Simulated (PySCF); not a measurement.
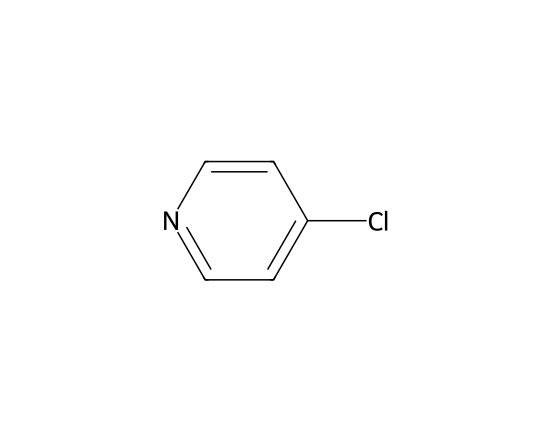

A structural formula.

Transcribe the drawing into SMILES.

Answer. Clc1ccncc1

What is the molecular formula?

Answer. C5H4ClN.

An optimisation with PBE0-D3(BJ)/def2-SVP gave a structure of which point group?

Answer. C2v.

More results for the same structure follow; atom numbers are the same in all pictures, views and colours differ. The computed structure is the end point of a PBE0-D3(BJ)/def2-SVP optimisation. No frequency run is at hand to confirm it as a minimum.

**Shape**

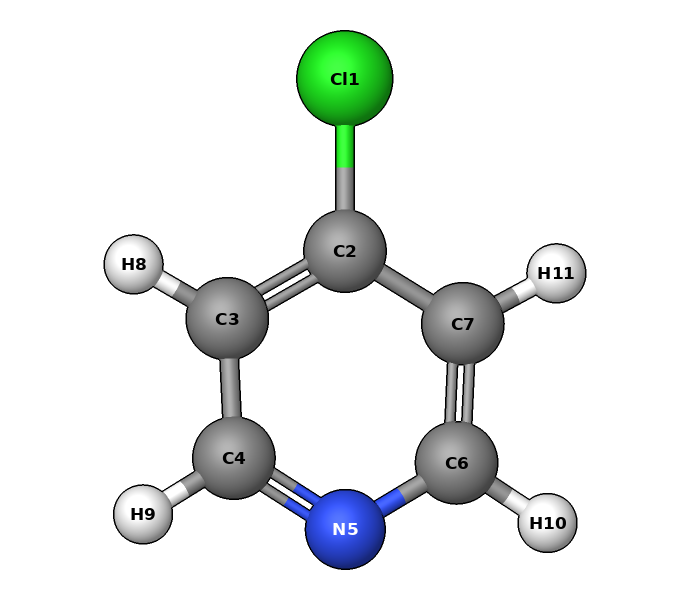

Numbered structure. No frequency run is at hand to confirm it as a minimum.

What is the geometry at C3?

Answer. C3 has 3 neighbours (C2 at 1.39, C4 at 1.39, H8 at 1.09 Å); the arrangement is trigonal planar.

What is the geometry at N5?

Answer. N5 has 2 neighbours (C4 at 1.33, C6 at 1.33 Å); the arrangement is bent.

Describe the coordination of atom 2.

Answer. C2 has 3 neighbours (Cl1 at 1.73, C3 at 1.39, C7 at 1.39 Å); the arrangement is trigonal planar.

How are the neighbours of atom 4 arranged?

Answer. C4 has 3 neighbours (C3 at 1.39, N5 at 1.33, H9 at 1.10 Å); the arrangement is trigonal planar.

What is the dihedral angle Cl1–C2–C7–C6?

Answer. 180° in size, that is anti.

**Levels of theory compared**

No frequency run is at hand to confirm it as a minimum. Program: PySCF 2.14.0.

At this fixed geometry, give HOMO energy (eV), dipole (D) at these levels: BHandHLYP/aug-pcX-1 (pcseg-1 on H) (def2-SVPD on Cl); PBE0/def2-SVPD; PBE0/def2-SVPD in acetone (IEF-PCM); PBE0/def2-SVPD in chloroform (IEF-PCM); PBE0/pcSseg-1 in acetone (IEF-PCM); PBE0/pcSseg-1 in chloroform (IEF-PCM); WP04/pcSseg-1 in chloroform (IEF-PCM); ωB97X-D/pcSseg-1 in chloroform (IEF-PCM).

```tsv
level	HOMO energy (eV)	dipole (D)
BHandHLYP/aug-pcX-1 (pcseg-1 on H) (def2-SVPD on Cl)	−8.84	0.67
PBE0/def2-SVPD	−7.78	0.69
PBE0/def2-SVPD in acetone (IEF-PCM)	−7.90	1.07
PBE0/def2-SVPD in chloroform (IEF-PCM)	−7.85	0.95
PBE0/pcSseg-1 in acetone (IEF-PCM)	−7.90	1.05
PBE0/pcSseg-1 in chloroform (IEF-PCM)	−7.86	0.95
WP04/pcSseg-1 in chloroform (IEF-PCM)	−8.97	0.96
ωB97X-D/pcSseg-1 in chloroform (IEF-PCM)	−9.78	0.89
```

**Excitation**

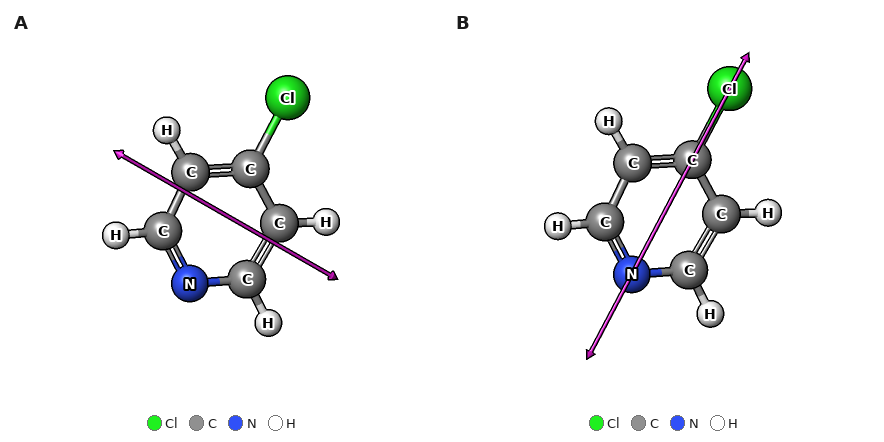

The double arrows show the directions of two transition dipoles from the ground state (lengths mean nothing). No frequency run is at hand to confirm it as a minimum. Level of theory: TDDFT PBE0/def2-SVPD, vertical, IEF-PCM acetone (non-equilibrium linear response), core orbitals frozen in the response (PySCF 2.14.0).

One belongs to singlet state 3 and one to singlet state 4. Which is which?

Answer. A: state 3, 5.49 eV (226 nm), oscillator strength 0.032, mainly HOMO−1 → LUMO (weight 0.63).
B: state 4, 6.04 eV (205 nm), oscillator strength 0.089, mainly HOMO−2 → LUMO (weight 0.77).

**Ring current**

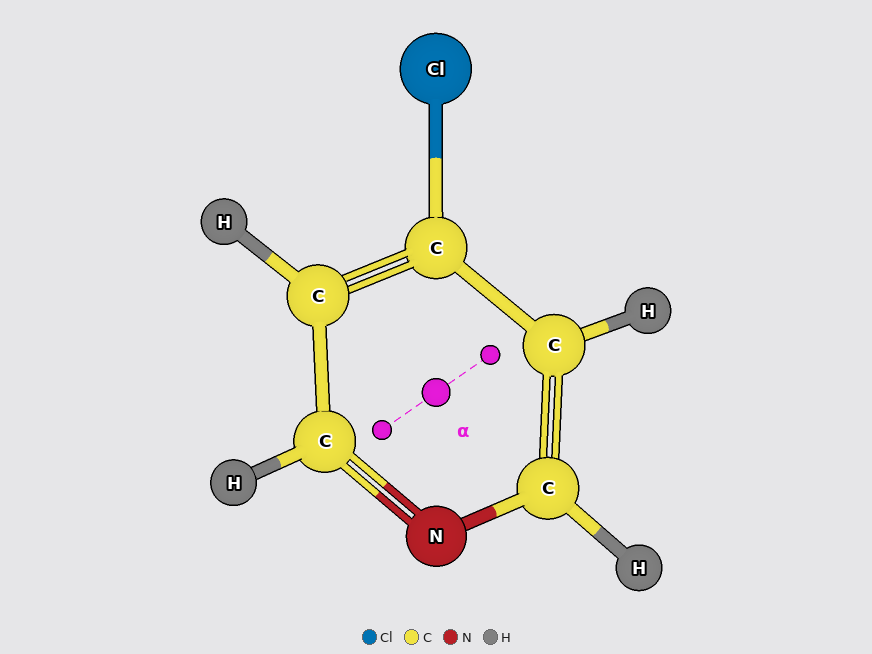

The small points mark where nucleus-independent chemical shifts (NICS) were computed: at the centre of each lettered ring and 1 Å above and below it. No frequency run is at hand to confirm it as a minimum. Level of theory: GIAO PBE0/pcSseg-1 NMR shielding, non-relativistic, IEF-PCM acetone (PySCF 2.14.0).

Give NICS(0), NICS(1) and the out-of-plane component NICS(1)zz for each ring (means of the two sides).

| ring | members | NICS(0) | NICS(1) | NICS(1)zz |
| --- | --- | --- | --- | --- |
| α | C5N | −7.8 | −11.0 | −27.3 |

Values in ppm.

What do the values say about the ring currents?

Answer. Ring α: diatropic, as in an aromatic ring. NICS is one index among several.
